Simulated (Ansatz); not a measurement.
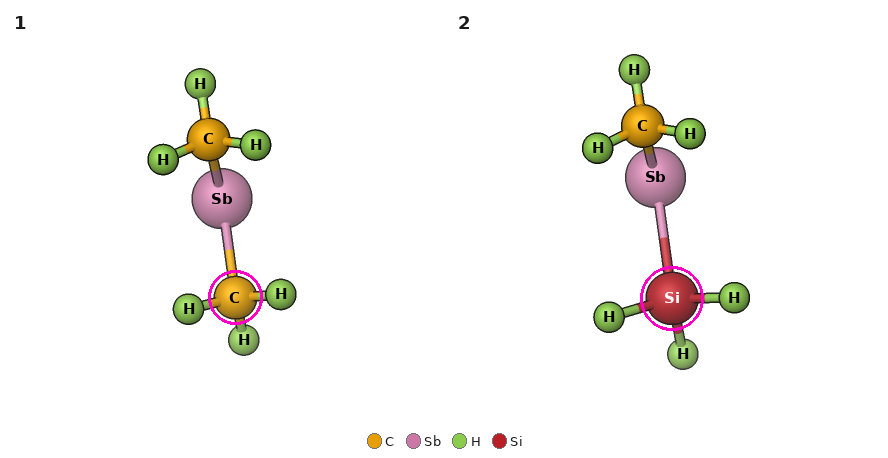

2 molecules with one skeleton, seen from the same side and at one scale; the atom that differs is circled. Charge 0, doublet. Computed geometries: PBE0-D4/def2-TZVP optimisations, one conformation each. Properties computed with Ansatz 0.2.0. Elements past Kr carry core potentials.

One atom differs, called X below: C in panel 1, Si in panel 2. Their formulas are C2H6Sb (`[CH3][Sb][CH3]`), CH6SbSi (`[CH3][Sb][SiH3]`).

**In which is the harmonic zero-point energy higher (PBE0-D4/def2-TZVP)?**

In panel 1 (X = C).

**In which is the mean length of X–H larger (PBE0-D4/def2-TZVP)?**

In panel 2 (X = Si).

Give the values. With PBE0-D4/def2-TZVP: mean length of X–H (Å), length of X–Sb (Å), mean angle H–X–H (°), dipole moment (D), harmonic zero-point energy (kJ/mol).

```csv
quantity,1 (C),2 (Si),2 − 1
mean length of X–H (Å),1.091,1.489,+0.398
length of X–Sb (Å),2.161,2.565,+0.404
mean angle H–X–H (°),109.1,108.3,−0.8
dipole moment (D),0.79,0.85,+0.06
harmonic zero-point energy (kJ/mol),187.7,158.2,−29.5
```
